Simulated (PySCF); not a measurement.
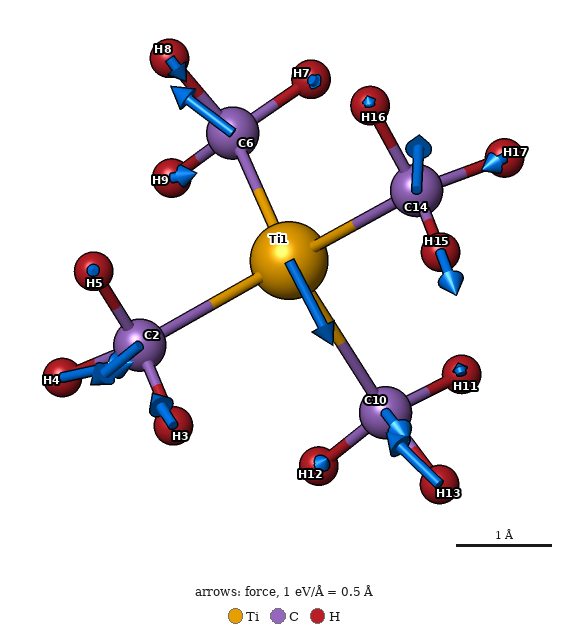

Starting geometry of C4H12Ti with the computed forces as blue arrows. A ball-and-stick model, seen from a free direction.

The start comes from GFN2-xTB. Its atoms were then displaced at random by about 0.03 Å.

Theory: PBE0-D3(BJ)/def2-SVP geometry optimisation, gas phase in PySCF. 

Q: Is this structure relaxed? If not, where do the atoms go?

A: It isn't relaxed: the largest force vector, on H4, is 2.08 eV/Å. The final displacements follow the starting forces only in part (cosine between the two patterns 0.56). Over 6 geometry steps the energy falls by 0.388 eV. The atom that moves furthest after the best rigid fit is H13 (0.11 Å). Largest moves by element: H 0.11 Å, Ti 0.10 Å, C 0.06 Å. Near-neighbour distances that change, for instance: Ti1–C10 2.157 → 2.057 Å, C2–H4 1.181 → 1.104 Å, C10–H13 1.166 → 1.104 Å, Ti1–C6 2.014 → 2.055 Å. Among the angles between lasting bonds that change: H11–C10–H13 103.0° → 108.9°, Ti1–C14–H15 116.2° → 110.3°, Ti1–C14–H16 104.7° → 109.9°. The run took 76 s on 1 thread of Arm Neoverse V1 (shared host).
